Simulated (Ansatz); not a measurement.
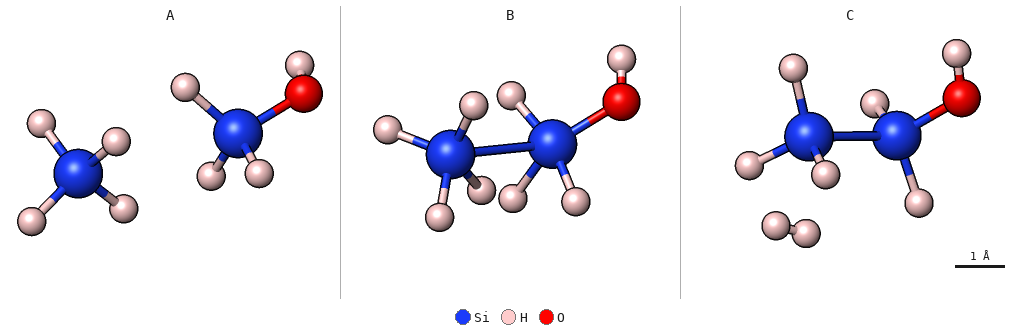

Three geometries of Si2H8O: a saddle point and the two minima that it joins, in shuffled order. Style: ball-and-stick. Shown from a free direction. Sticks join atoms that are closer than about 1.2 times the sum of their covalent radii (a little more with hydrogen).

Stationary points at PBE0-D4/def2-TZVP, single-point energies with CCSD(T)/CBS, PBE-QIDH, wB97X-V, PBE0-D4 (def2-TZVPP where no basis is named; Ansatz 0.2.0). The energies are electronic, without zero-point or thermal terms, and both ends are the minima reached downhill from the saddle, with any fragments still in contact. CCSD(T)/CBS stands for a frozen-core estimate: MP2 correlation extrapolated from def2-TZVPP and def2-QZVPP, CCSD(T) minus MP2 from the smaller set.

Q: Identify the saddle point and describe the reaction.

A: Frame B is the saddle point. Counted by bonded pieces, C holds H₂ + Si₂H₆O and A holds SiH₄ + SiH₄O. From C over the saddle to A, bonds form: H–Si (3.39 → 1.66 → 1.49 Å), H–Si (3.69 → 1.86 → 1.49 Å). Bonds break: Si–Si (2.35 → 2.54 → 3.84 Å), H–H (0.75 → 1.04 → 2.77 Å). The saddle has one imaginary mode, 1091i cm⁻¹. With CCSD(T)/CBS the barrier is 2.34 eV from C and 2.64 eV from A, and A lies 0.31 eV below C.

```
      level  barrier from C (eV)  barrier from A (eV)  A less C (eV)
CCSD(T)/CBS                 2.34                 2.64          −0.31
   PBE-QIDH                 2.23                 2.53          −0.30
    wB97X-V                 2.34                 2.66          −0.32
    PBE0-D4                 2.03                 2.24          −0.22
```

Against CCSD(T)/CBS, wB97X-V comes closest on the barrier from C (+0.00 eV) and PBE0-D4 misses most (−0.31 eV).

Limits of the set-up: the start holds two separate molecules, 2.9 Å apart at their closest, whose relative position is a soft coordinate.
